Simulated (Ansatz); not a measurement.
# GaF (triplet): RPA-PBE over vertical spin and charge gaps, cc-pVTZ

Aim: run GaF (triplet) with these functionals over vertical spin and charge gaps, and hold them against the top wave-function level at the same points.

Computed with Ansatz 0.2.0, Gaussian basis. Level: cc-pVTZ, all electrons in the functionals, frozen cores in the correlation of double hybrids and RPA.

To be run: RPA-PBE, at charge 0, triplet; charge 0, singlet; charge 0, quintet; charge 1, doublet; charge 1, quartet.

26 further runs of the same task are left out: 11 for a known fault of the program, 6 that didn't finish, 9 set aside as unsound or not needed. Runs told in other sessions of the task aren't counted.

### 1 The geometry

The geometry is a PBE0/def2-TZVP stationary point (not a proven minimum). No spin-orbit coupling is included. The filled d shell of Ga may be among the frozen orbitals whatever the setting's name suggests.

2 atoms, charge 0, spin multiplicity 3.

Atoms are counted from 1 here; the program's logs count them from 0.

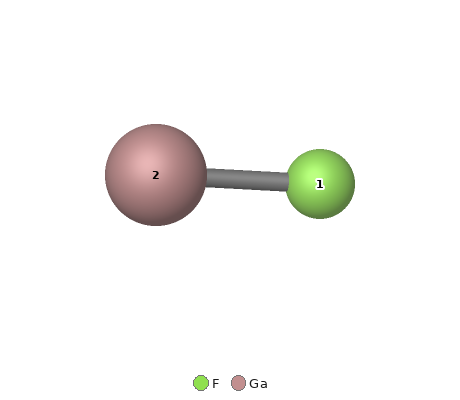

The geometry (fluorine green, gallium pink); atoms are numbered from 1 in the order of the file.

No dispersion term is added.

The geometry shown and the zero of energy belong to the point charge 0, triplet. The yardstick, UCCSD(T), and other wave-function levels (R restricted, U unrestricted, valence and pair active spaces) come from earlier runs.

### 2 RPA-PBE, charge 0, triplet

The input, in.yaml:

```yaml
crystal:
  periodic: [false, false, false]
  atoms:
    - {symbol: F, position_ang: [0.000000, 0.000000, 0.000000]}
    - {symbol: Ga, position_ang: [0.000000, 0.000000, 1.763700]}
basis:
  gaussian: {orbitals: cc-pVTZ}
magnetization: {spin_polarized: true, initial_magnetization: 2}
hamiltonian: {xc: {name: PBE}}
correlation: {method: rpa, electrons: outside_noble_gas}
```

Run with:

```sh
> ansatz run in.yaml --threads 1 --pin off --events-out ev --progress --plain --max-ram 2393MiB
```

Log:

```text
Functional definition: PBE
  name "PBE"
  cite "Perdew, Burke & Ernzerhof, Phys. Rev. Lett. 77, 3865 (1996) doi:10.1103/PhysRevLett.77.3865"
  parent pbe
  parameter kappa = 0.804
  parameter beta = 0.06672455060314922
  exchange = pbe_x(kappa = kappa, mu = beta*pi^2/3)
  correlation = pbe_c(beta = beta)
478 factors; integrals over basis functions are off by at most 1.4e-3 eV
mean field evaluation 1: about -55080.8098 eV, gradient 3.2e1 eV
mean field evaluation 2: about -55080.8086 eV, gradient 3.2e1 eV
mean field evaluation 4: about -55083.5473 eV, gradient 9.7e0 eV
mean field evaluation 8: about -55083.9087 eV, gradient 3.0e-1 eV
mean field evaluation 16: about -55083.9079 eV, gradient 3.3e-5 eV
mean field evaluation 32: about -55083.9167 eV, gradient 3.5e-2 eV
mean field evaluation 64: about -55055.1002 eV, gradient 3.6e1 eV
mean field -55083.90788703 eV, -2024.2962776346 hartree, gradient 2.5e-6 eV, S^2 2.001759; 4 other end points of the search recorded, 0 dependent functions left out
15 core orbitals not correlated, not the lowest: weight in the atoms' cores, before any rotation towards them, 0.969 or more for the frozen orbitals, at most 0.035 for the correlated occupied ones
reference -55039.69081333 eV, -2022.6713301474 hartree; 6, 4 occupied and 52, 54 virtual orbitals, 478 factors
Total energy: -55052.40873981 eV, -2023.1387053251 hartree
```

It took 6.5 s on 1 thread of Arm Neoverse V1, shared host.

From the report: ⟨S²⟩ of the determinant 2.002 (pure triplet: 2.00).

### 3 RPA-PBE, charge 0, singlet

in.yaml, as its differences from that of step 2:

```diff
@@ -7,3 +7,2 @@
   gaussian: {orbitals: cc-pVTZ}
-magnetization: {spin_polarized: true, initial_magnetization: 2}
 hamiltonian: {xc: {name: PBE}}
```

The command is unchanged.

Log, shortened:

```text
Functional definition: PBE
  name "PBE"
  cite "Perdew, Burke & Ernzerhof, Phys. Rev. Lett. 77, 3865 (1996) doi:10.1103/PhysRevLett.77.3865"
  parent pbe
[...]
478 factors; integrals over basis functions are off by at most 1.4e-3 eV
[...]
mean field -55087.87382320 eV, -2024.4420231005 hartree, gradient 4.2e-6 eV, S^2 0.000000; 0 other end points of the search recorded, 0 dependent functions left out
15 core orbitals not correlated, not the lowest: weight in the atoms' cores, before any rotation towards them, 0.958 or more for the frozen orbitals, at most 0.032 for the correlated occupied ones
reference -55042.77679845 eV, -2022.7847380088 hartree; 5, 5 occupied and 53, 53 virtual orbitals, 478 factors
Total energy: -55055.98151200 eV, -2023.2700022814 hartree
```

Wall time 1.8 s (1 thread of Arm Neoverse V1, shared host).

From charge 0, triplet: -344.7 kJ/mol.

### 4 RPA-PBE, charge 0, quintet

in.yaml, as its differences from that of step 3:

```diff
@@ -7,2 +7,3 @@
   gaussian: {orbitals: cc-pVTZ}
+magnetization: {spin_polarized: true, initial_magnetization: 4}
 hamiltonian: {xc: {name: PBE}}
```

Launched as before.

Log, shortened:

```text
Functional definition: PBE
  name "PBE"
  cite "Perdew, Burke & Ernzerhof, Phys. Rev. Lett. 77, 3865 (1996) doi:10.1103/PhysRevLett.77.3865"
  parent pbe
[...]
478 factors; integrals over basis functions are off by at most 1.4e-3 eV
[...]
mean field -55075.97026938 eV, -2024.0045755664 hartree, gradient 7.5e-7 eV, S^2 6.002527; 5 other end points of the search recorded, 0 dependent functions left out
15 core orbitals not correlated, not the lowest: weight in the atoms' cores, before any rotation towards them, 0.925 or more for the frozen orbitals, at most 0.060 for the correlated occupied ones
reference -55034.28347020 eV, -2022.4726139527 hartree; 7, 3 occupied and 51, 55 virtual orbitals, 478 factors
Total energy: -55045.05639623 eV, -2022.8685116823 hartree
```

Wall time 4.8 s (1 thread of Arm Neoverse V1, shared host).

From the report: ⟨S²⟩ of the determinant 6.003 (pure quintet: 6.00).

From charge 0, triplet: +709.4 kJ/mol.

### 5 RPA-PBE, charge 1, doublet

in.yaml, as its differences from that of step 4:

```diff
@@ -7,3 +7,4 @@
   gaussian: {orbitals: cc-pVTZ}
-magnetization: {spin_polarized: true, initial_magnetization: 4}
+total_charge: 1
+magnetization: {spin_polarized: true, initial_magnetization: 1}
 hamiltonian: {xc: {name: PBE}}
```

The command is unchanged.

Log, shortened:

```text
Functional definition: PBE
  name "PBE"
  cite "Perdew, Burke & Ernzerhof, Phys. Rev. Lett. 77, 3865 (1996) doi:10.1103/PhysRevLett.77.3865"
  parent pbe
[...]
475 factors; integrals over basis functions are off by at most 1.4e-3 eV
[...]
mean field -55077.48651491 eV, -2024.0602965619 hartree, gradient 8.3e-6 eV, S^2 0.752068; 0 other end points of the search recorded, 0 dependent functions left out
15 core orbitals not correlated, not the lowest: weight in the atoms' cores, before any rotation towards them, 0.945 or more for the frozen orbitals, at most 0.048 for the correlated occupied ones
reference -55033.32072333 eV, -2022.4372336578 hartree; 5, 4 occupied and 53, 54 virtual orbitals, 475 factors
Total energy: -55045.72028377 eV, -2022.8929090993 hartree
```

It took 3.4 s on 1 thread of Arm Neoverse V1, shared host.

From the report: ⟨S²⟩ of the determinant 0.752 (pure doublet: 0.75).

From charge 0, triplet: +645.3 kJ/mol.

### 6 RPA-PBE, charge 1, quartet

in.yaml, as its differences from that of step 5:

```diff
@@ -8,3 +8,3 @@
 total_charge: 1
-magnetization: {spin_polarized: true, initial_magnetization: 1}
+magnetization: {spin_polarized: true, initial_magnetization: 3}
 hamiltonian: {xc: {name: PBE}}
```

Same command.

Log, shortened:

```text
Functional definition: PBE
  name "PBE"
  cite "Perdew, Burke & Ernzerhof, Phys. Rev. Lett. 77, 3865 (1996) doi:10.1103/PhysRevLett.77.3865"
  parent pbe
[...]
475 factors; integrals over basis functions are off by at most 1.4e-3 eV
[...]
mean field -55069.48749007 eV, -2023.7663378207 hartree, gradient 2.3e-6 eV, S^2 3.752270; 13 other end points of the search recorded, 0 dependent functions left out
15 core orbitals not correlated, not the lowest: weight in the atoms' cores, before any rotation towards them, 0.958 or more for the frozen orbitals, at most 0.033 for the correlated occupied ones
reference -55028.06888093 eV, -2022.2442320093 hartree; 6, 3 occupied and 52, 55 virtual orbitals, 475 factors
Total energy: -55038.49701734 eV, -2022.6274589540 hartree
```

Wall time 15 s (1 thread of Arm Neoverse V1, shared host).

From the report: ⟨S²⟩ of the determinant 3.752 (pure quartet: 3.75).

From charge 0, triplet: +1342.3 kJ/mol.

### 7 The comparison

No level is safe as a reference over these points; UCCSD(T) serves as a yardstick only. It comes from earlier runs at the same points. Energies in kJ/mol, counted from charge 0, triplet; blanks weren't run or aren't comparable.

| level | triplet to singlet | triplet to quintet | ionisation to the doublet cation | ionisation to the quartet cation |
| --- | --- | --- | --- | --- |
| UCCSD(T) | -356.8 | 718.0 | 619.1 | 1340.6 |
| RPA-PBE | -344.7 | 709.4 | 645.3 | 1342.3 |

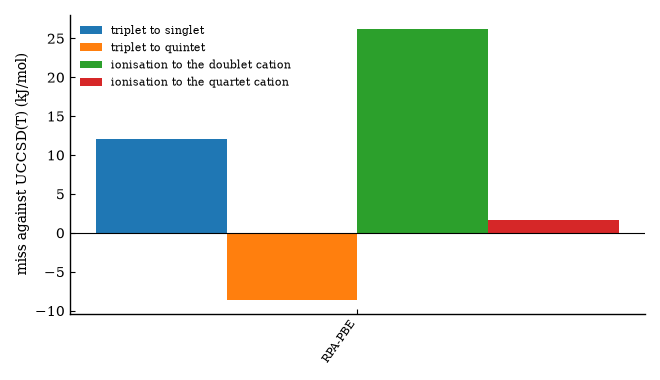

Misses of the gaps against UCCSD(T).

Largest miss and mean time a point (UCCSD(T) took 18 s a point; shared hosts):

| level | largest miss (kJ/mol) | where | time a point |
| --- | --- | --- | --- |
| RPA-PBE | +26.3 | ionisation to the doublet cation | 6.3 s |

### 8 Outcome

```
                                  quantity                                            value
              triplet to singlet, UCCSD(T)                                    -356.8 kJ/mol
              triplet to quintet, UCCSD(T)                                     718.0 kJ/mol
ionisation to the doublet cation, UCCSD(T)                                     619.1 kJ/mol
ionisation to the quartet cation, UCCSD(T)                                    1340.6 kJ/mol
                     largest miss, RPA-PBE  +26.3 kJ/mol (ionisation to the doublet cation)
```

In words: RPA-PBE strays by up to 26.3 kJ/mol, at ionisation to the doublet cation. Functionals and the yardstick converge differently with the basis, so part of each miss in cc-pVTZ is the basis. The yardstick itself may be off where one determinant is a poor start.
